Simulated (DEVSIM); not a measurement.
Device: Si n-i-p diode, at 400 K.

| layer (left to right) | material | thickness (μm) | Nd (cm⁻³) | Na (cm⁻³) | τn (s) | τp (s) |
|---|---|---|---|---|---|---|
| 1 | Si | 0.510 | 5.2e17 | - | 1.1e-7 | 1.1e-7 |
| 2 | Si | 13.0 | - | 1.9e13 | 1.1e-7 | 1.1e-7 |
| 3 | Si | 0.280 | - | 4.1e18 | 3.3e-7 | 1.1e-7 |

Left contact: ohmic. Right contact: ohmic. Voltage is applied to the left contact. Recombination: SRH at mid-gap, radiative, Auger. Mobility is constant in doping.

Constants are typed, rounded textbook-type inputs, not results; the design itself was drawn at random and stands for no fabricated device. Values at 300 K; Nc and Nv go as T^1.5, mobilities as T to minus their exponent, the gap by Varshni's rule with the affinity fixed.

```tsv
parameter	Si
gap (eV)	1.124
affinity (eV)	4.05
permittivity	11.7
Nc (cm⁻³)	2.86e19
Nv (cm⁻³)	3.1e19
μn (cm²/Vs)	1417
μp (cm²/Vs)	470
T exponent of μn	2.3
T exponent of μp	2.2
B (cm³/s)	4.7e-15
Cn (cm⁶/s)	2.8e-31
Cp (cm⁶/s)	9.9e-32
Varshni α (eV/K)	0.000473
Varshni β (K)	636
```

Model (solved in DEVSIM): 1D drift-diffusion, Boltzmann statistics, complete ionisation; no tunnelling, impact ionisation, image-force lowering or self-heating.

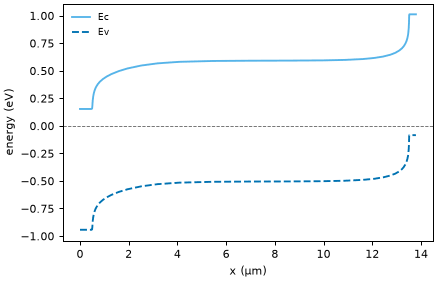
Band edges at zero bias

Energies count from the Fermi level of the right contact; mesh points crowd at the junctions.

```json
[
 {"x (μm)": "0.000", "Ec (eV)": "0.153", "Ev (eV)": "-0.943", "n (cm⁻³)": "5.2e17", "p (cm⁻³)": "6.2e7", "field (V/cm)": "≈ 0"},
 {"x (μm)": "0.03330", "Ec (eV)": "0.153", "Ev (eV)": "-0.943", "n (cm⁻³)": "5.2e17", "p (cm⁻³)": "6.2e7", "field (V/cm)": "≈ 0"},
 {"x (μm)": "0.1083", "Ec (eV)": "0.153", "Ev (eV)": "-0.943", "n (cm⁻³)": "5.2e17", "p (cm⁻³)": "6.2e7", "field (V/cm)": "≈ 0"},
 {"x (μm)": "0.2845", "Ec (eV)": "0.153", "Ev (eV)": "-0.943", "n (cm⁻³)": "5.2e17", "p (cm⁻³)": "6.2e7", "field (V/cm)": "≈ 0"},
 {"x (μm)": "0.4501", "Ec (eV)": "0.153", "Ev (eV)": "-0.943", "n (cm⁻³)": "5.2e17", "p (cm⁻³)": "6.2e7", "field (V/cm)": "≈ 0"},
 {"x (μm)": "0.4982", "Ec (eV)": "0.160", "Ev (eV)": "-0.936", "n (cm⁻³)": "4.2e17", "p (cm⁻³)": "7.6e7", "field (V/cm)": "10000"},
 {"x (μm)": "0.5252", "Ec (eV)": "0.236", "Ev (eV)": "-0.860", "n (cm⁻³)": "4.7e16", "p (cm⁻³)": "6.9e8", "field (V/cm)": "22000"},
 {"x (μm)": "0.6189", "Ec (eV)": "0.333", "Ev (eV)": "-0.764", "n (cm⁻³)": "2.8e15", "p (cm⁻³)": "1.1e10", "field (V/cm)": "5600"},
 {"x (μm)": "0.8112", "Ec (eV)": "0.399", "Ev (eV)": "-0.697", "n (cm⁻³)": "4.1e14", "p (cm⁻³)": "7.8e10", "field (V/cm)": "2300"},
 {"x (μm)": "1.282", "Ec (eV)": "0.469", "Ev (eV)": "-0.628", "n (cm⁻³)": "5.4e13", "p (cm⁻³)": "5.9e11", "field (V/cm)": "1000"},
 {"x (μm)": "2.514", "Ec (eV)": "0.547", "Ev (eV)": "-0.549", "n (cm⁻³)": "5.6e12", "p (cm⁻³)": "5.7e12", "field (V/cm)": "380"},
 {"x (μm)": "7.010", "Ec (eV)": "0.591", "Ev (eV)": "-0.506", "n (cm⁻³)": "1.6e12", "p (cm⁻³)": "2.0e13", "field (V/cm)": "≈ 0"},
 {"x (μm)": "10.87", "Ec (eV)": "0.598", "Ev (eV)": "-0.498", "n (cm⁻³)": "1.3e12", "p (cm⁻³)": "2.5e13", "field (V/cm)": "70"},
 {"x (μm)": "12.44", "Ec (eV)": "0.629", "Ev (eV)": "-0.468", "n (cm⁻³)": "5.3e11", "p (cm⁻³)": "6.1e13", "field (V/cm)": "450"},
 {"x (μm)": "13.21", "Ec (eV)": "0.703", "Ev (eV)": "-0.394", "n (cm⁻³)": "6.2e10", "p (cm⁻³)": "5.2e14", "field (V/cm)": "2200"},
 {"x (μm)": "13.40", "Ec (eV)": "0.769", "Ev (eV)": "-0.328", "n (cm⁻³)": "9.0e9", "p (cm⁻³)": "3.6e15", "field (V/cm)": "6100"},
 {"x (μm)": "13.48", "Ec (eV)": "0.850", "Ev (eV)": "-0.247", "n (cm⁻³)": "8.7e8", "p (cm⁻³)": "3.7e16", "field (V/cm)": "20000"},
 {"x (μm)": "13.51", "Ec (eV)": "1.003", "Ev (eV)": "-0.093", "n (cm⁻³)": "1.0e7", "p (cm⁻³)": "3.2e18", "field (V/cm)": "37000"},
 {"x (μm)": "13.57", "Ec (eV)": "1.012", "Ev (eV)": "-0.085", "n (cm⁻³)": "7900000", "p (cm⁻³)": "4.1e18", "field (V/cm)": "≈ 0"},
 {"x (μm)": "13.66", "Ec (eV)": "1.012", "Ev (eV)": "-0.085", "n (cm⁻³)": "7900000", "p (cm⁻³)": "4.1e18", "field (V/cm)": "≈ 0"},
 {"x (μm)": "13.74", "Ec (eV)": "1.012", "Ev (eV)": "-0.085", "n (cm⁻³)": "7900000", "p (cm⁻³)": "4.1e18", "field (V/cm)": "≈ 0"},
 {"x (μm)": "13.79", "Ec (eV)": "1.012", "Ev (eV)": "-0.085", "n (cm⁻³)": "7900000", "p (cm⁻³)": "4.1e18", "field (V/cm)": "≈ 0"}
]
```
